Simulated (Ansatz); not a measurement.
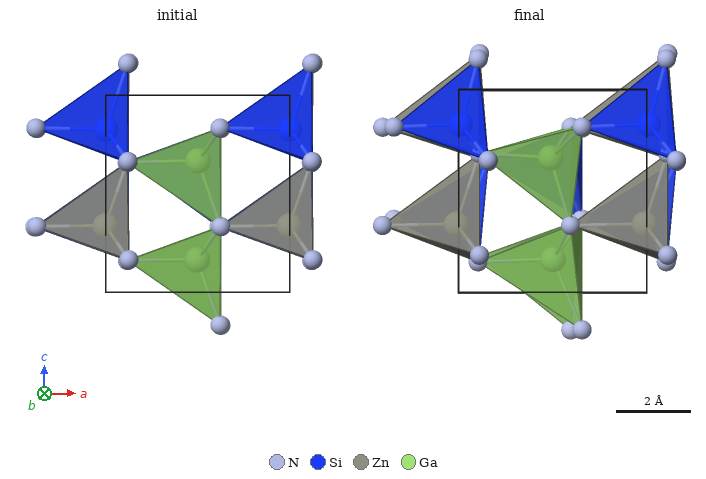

The structure of solid Zn₂Ga₃Si₃N₈ (a generated structure, set up in P1) (coarse preliminary run) before (left) and after (right) a relaxation, at one scale.

A polyhedral model of the cell of the calculation, seen along the b axis.

Case: elements placed on the wurtzite lattice with like neighbours.

These are results of DFT PBE, scalar-relativistic, plane waves, PAW (Ansatz 0.2.0), not measurements.

Input
```yaml
crystal:
  lattice:
    - [0.0, 0.0, -4.99661258]
    - [3.08432874, 5.34221408, 0.0]
    - [3.08432876, -5.34221408, 0.0]
  atoms:
    - { symbol: "N", position: [0.627162631, 0.1673359711, 0.3331104608] }
    - { symbol: "N", position: [0.6215334939, 0.1673002188, 0.8341285619] }
    - { symbol: "N", position: [0.6160344818, 0.6612656092, 0.3316849477] }
    - { symbol: "N", position: [0.6264227113, 0.6646712264, 0.83168451] }
    - { symbol: "N", position: [0.1175831992, 0.3263620336, 0.6585949647] }
    - { symbol: "N", position: [0.1197192663, 0.3261287587, 0.1610158217] }
    - { symbol: "N", position: [0.1223294635, 0.8330123213, 0.6641463955] }
    - { symbol: "N", position: [0.1263665752, 0.8351004435, 0.1647877819] }
    - { symbol: Si, position: [0.0032268649, 0.1633144345, 0.8270668538] }
    - { symbol: Si, position: [0.0061653203, 0.6736185605, 0.3395259413] }
    - { symbol: Si, position: [0.502540743, 0.8313992668, 0.6655245073] }
    - { symbol: Zn, position: [9.76034e-05, 0.1671626444, 0.3374188524] }
    - { symbol: Zn, position: [0.0022927687, 0.6623177187, 0.8354128533] }
    - { symbol: Ga, position: [0.5028551952, 0.3323637017, 0.6672732439] }
    - { symbol: Ga, position: [0.4977315307, 0.3400151776, 0.165204598] }
    - { symbol: Ga, position: [0.5044649646, 0.8359965816, 0.1678059169] }
  symmetry: { detect: false }
basis:
  ecutwfc: 420
kpoints:
  mp_grid: { grid: [3, 3, 3], shift: [0.0, 0.0, 0.0] }
hamiltonian:
  xc: pbe
scf:
  occupations: { method: gaussian, width: 0.1 }
  lower_state_search: "off"
output:
  forces: true
  stress: true
  eigenvalues: true
relax:
  adjacent_minimum: "off"
  f_tol: 0.04
  max_steps: 50
  cell: { stress_tol: 0.3 }
```

Command:
```bash
ansatz run input.yaml --threads 4 --pin off --max-ram 9216MiB --backend cpu --events-out ev --progress --plain --runs-dir out
```

### Summarise the run.

Over 7 accepted moves (10 points after the start) the energy falls by 253 meV per atom. Largest force component: 5 eV/Å at the start, 0.008 eV/Å at the end. The pressure goes from 17.86 to 0.01 GPa. The line search rejected the trial step at point 3 of the run. The SCF was repeated twice at an unchanged geometry on a basis and grid sized afresh for the cell, which shifted the energy by 3.8 meV per atom at most. The atom that moves furthest relative to the cell is N3 (0.27 Å roughly along [3 2 3]). Largest moves by element: N 0.27 Å, Ga 0.08 Å, Si 0.08 Å, Zn 0.06 Å. The drawn cell changes as follows: a 4.997 → 5.107 Å (+2.2 %), b = c 6.169 → 6.370 Å (+3.3 %), α 120.0° → 120.5°; the volume changes by +8.4 %. Near-neighbour distances that change, for instance: N7–Zn13 1.923 → 2.208 Å, N3–Ga15 1.815 → 2.071 Å, N2–Ga14 1.870 → 2.124 Å, N3–Ga16 1.893 → 2.124 Å. Bond angles that change, for instance: Si10–N3–Si11 106.4° → 118.6°, Ga15–N3–Ga16 110.7° → 98.6°, Si9–N2–Si11 107.7° → 118.6°. The space group (tolerance 0.01 Å) goes from P1 (No. 1) to Cm (No. 8). Cost: 2.2 min on 4 threads of Arm Neoverse N1, on a shared host, peak memory 0.7 GiB.

Limits of the set-up: the k-point mesh is coarse for a cell with partly filled bands.
